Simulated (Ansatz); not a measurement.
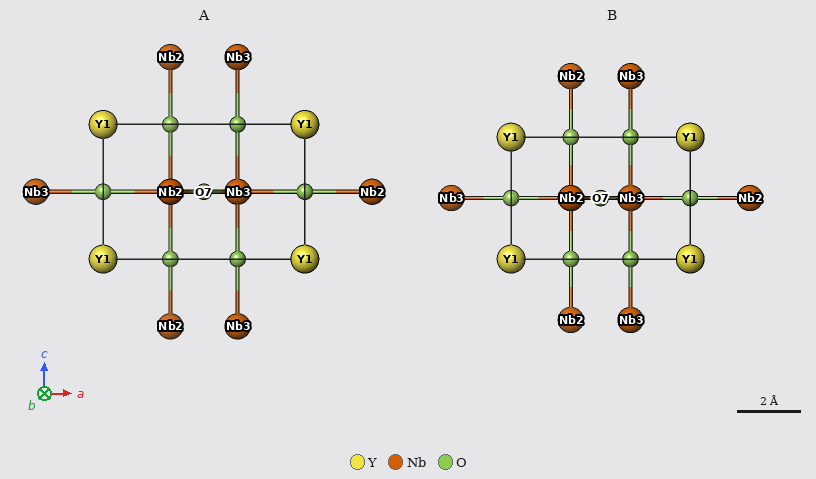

Two geometries of crystalline YNb2O5 (a generated structure, set up in P6/mmm) (coarse preliminary run), drawn at one scale. One is the start of a relaxation, the other its converged end. Style: ball-and-stick. Shown: the cell of the calculation, along the b axis.

Level of theory: DFT PBE, scalar-relativistic, plane waves, PAW (Ansatz 0.2.0). Settings: plane-wave cutoff 420 eV; k-point mesh 3 × 3 × 4; occupations gaussian; smearing width 0.1 eV; collinear spin; cell and atoms relaxed; force threshold 0.04 eV/Å; at most 70 steps.

Q: Which of the two is the end point?

A: Structure B is the relaxed one. No atom moves by more than 0.005 Å relative to the cell. The volume changes by −28.6 %, with a = b 7.480 → 6.640 Å (−11.2 %), c 4.322 → 3.915 Å (−9.4 %). Near-neighbour distances that change, for instance: Nb–O 2.159 → 1.917 Å, Nb–O 2.161 → 1.958 Å. The space group stays P6/mmm (No. 191). After 5 accepted moves (7 points after the start) the energy has fallen by 5.298 eV per cell of the calculation. All forces vanish by symmetry, so only the cell relaxes. The pressure goes from −21.01 to 0.03 GPa. At 2 points the geometry stayed and the basis and grid were re-selected for the new cell (energy shift of 27.5 meV per cell of the calculation at most each time). The run took 110 s on 1 thread of Intel(R) Xeon(R) Processor @ 2.70GHz, on a shared host, peak memory 0.61 GiB.
